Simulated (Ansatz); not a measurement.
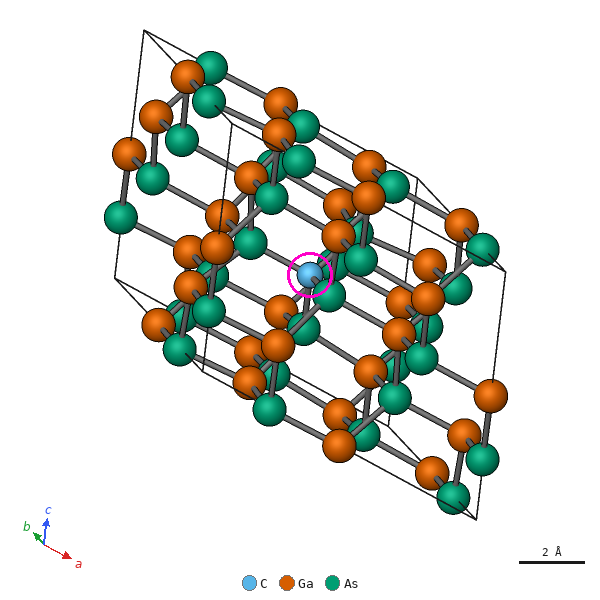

We look at a ball-and-stick model of the crystal slightly off an axis. The supercell is drawn as a box. The host is GaAs, in a cell of 32 sites, and the cell is neutral. A ring marks the defect's site.

Where does the cell differ from the host, and how?

Answer. Carbon on a gallium site (a substitutional impurity). It is bonded to four As in a tetrahedral arrangement at about 2.1 Å.

The numbers come from Ansatz, DFT LDA, scalar-relativistic, plane waves, PAW, using a cutoff energy of 420 eV, a 3×3×3 mesh of k-points, Gaussian smearing of 0.02 eV, collinear spins.

Is the defect spin-polarised?

Answer. No net moment.

The atoms were relaxed in the host's cell with DFT LDA, scalar-relativistic, plane waves, PAW in Ansatz.
